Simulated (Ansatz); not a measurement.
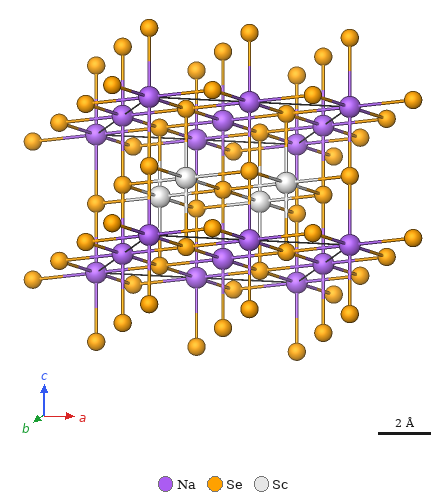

Starting frame of a dynamics run of a 16-atom cell of NaScSe2. Style: ball-and-stick. Shown: the simulation cell, from a free direction. Bonds to atoms that aren't drawn are left out.

Level of theory: DFT, PBEsol, plane waves, PAW (Ansatz 0.2.0).

The input:
```yaml
crystal:
  lattice:
    - [8.0092143306, 0.0, 0.0]
    - [0.0, 8.0092143306, 0.0]
    - [0.0, 0.0, 5.4275684665]
  atoms:
    - { symbol: Na, position: [0.0, 0.0, 0.0] }
    - { symbol: Se, position: [0.0, 0.0, 0.5] }
    - { symbol: Sc, position: [0.25, 0.25, 0.5] }
    - { symbol: Se, position: [0.25, 0.25, 0.0] }
    - { symbol: Na, position: [0.0, 0.5, 0.0] }
    - { symbol: Se, position: [0.0, 0.5, 0.5] }
    - { symbol: Sc, position: [0.25, 0.75, 0.5] }
    - { symbol: Se, position: [0.25, 0.75, 0.0] }
    - { symbol: Na, position: [0.5, 0.0, 0.0] }
    - { symbol: Se, position: [0.5, 0.0, 0.5] }
    - { symbol: Sc, position: [0.75, 0.25, 0.5] }
    - { symbol: Se, position: [0.75, 0.25, 0.0] }
    - { symbol: Na, position: [0.5, 0.5, 0.0] }
    - { symbol: Se, position: [0.5, 0.5, 0.5] }
    - { symbol: Sc, position: [0.75, 0.75, 0.5] }
    - { symbol: Se, position: [0.75, 0.75, 0.0] }
kpoints:
  mp_grid: { grid: [2, 2, 2] }
hamiltonian:
  xc: pbesol
scf:
  occupations: { method: fermi_dirac, width: 0.19 }
md:
  ensemble: npt_langevin
  temperature: 2200
  timestep: 1.5
  n_steps: 30
  initial_velocities: maxwell_boltzmann
  seed: 8391
```

Command:
```bash
ansatz run input.yaml --threads 4 --pin off --max-ram 3686MiB --backend cpu --events-out ev --progress --plain --runs-dir out
```

> What does the trajectory do?

The mean temperature in the second half is 1680 K (standard deviation 140 K). The potential energy is still drifting at the end, so the run hasn't reached equilibrium. The potential energy in the second half lies on average 132 meV per atom above the first frame. The mean pressure there is 3.4 GPa. The volume ends +1.9 % from the start. Root-mean-square distances from the starting positions over the second half, with the common drift of all atoms taken out: Na 0.30 Å, Se 0.30 Å, Sc 0.23 Å. The run lasts only 45 fs, too short to tell vibration from diffusion.

Along the run (each row but the first and the last is the mean over the interval that it begins):

```csv
time (fs),potential energy (meV/atom),T (K),p (GPa)
0.0,0.0,2062,0.0
7.5,15.5,2041,0.5
15.0,46.9,1979,1.5
22.5,91.4,1838,2.7
30.0,135.8,1717,3.6
37.5,160.7,1525,3.8
45.0,165.4,1488,3.5
```

The paths of the atoms:

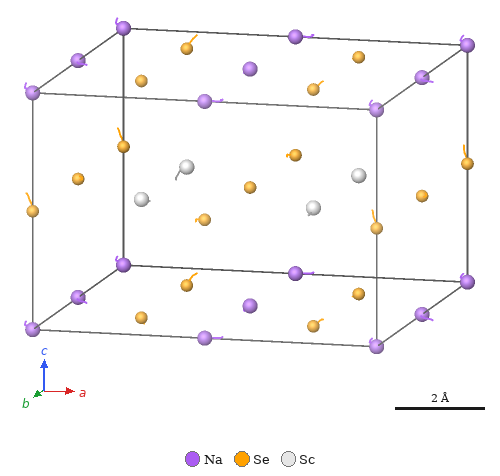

Cost: 2.5 min on 4 threads of Arm Neoverse V2, with other jobs on the host, peak memory 1.5 GiB.
